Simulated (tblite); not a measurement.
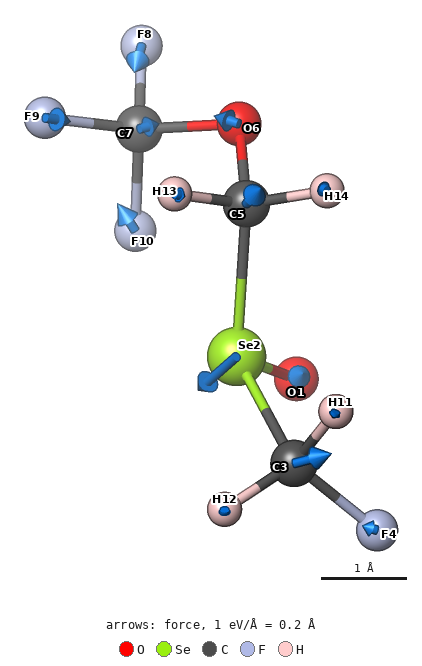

Starting geometry of C3H4F4O2Se with the computed forces as blue arrows. The picture is a ball-and-stick view, seen from a free direction.

All numbers below come from tblite, GFN2-xTB geometry optimisation, gas phase. 

Is this structure relaxed? If not, where do the atoms go?

Answer. It isn't relaxed: the largest force vector, on Se2, is 4.63 eV/Å. The final displacements have little in common with the starting forces (cosine between the two patterns 0.19). The energy falls by 31.6 kcal/mol in 118 geometry steps. The atom that moves furthest after the best rigid fit is F4 (1.17 Å). By element the largest moves are F 1.17 Å, H 1.12 Å, O 0.83 Å, Se 0.41 Å, C 0.26 Å. Some distances before and after: Se2–F10 2.589 → 2.719 Å, Se2–C5 1.916 → 2.033 Å, C7–F8 1.390 → 1.317 Å, Se2–C3 1.943 → 2.010 Å. Bond angles that change, for instance: C3–Se2–C5 111.9° → 91.7°, O1–Se2–C5 114.5° → 103.7°, O1–Se2–C3 110.1° → 103.3°. Cost: 0.64 s on 1 thread of AMD EPYC 9R45 96-Core Processor (shared host).
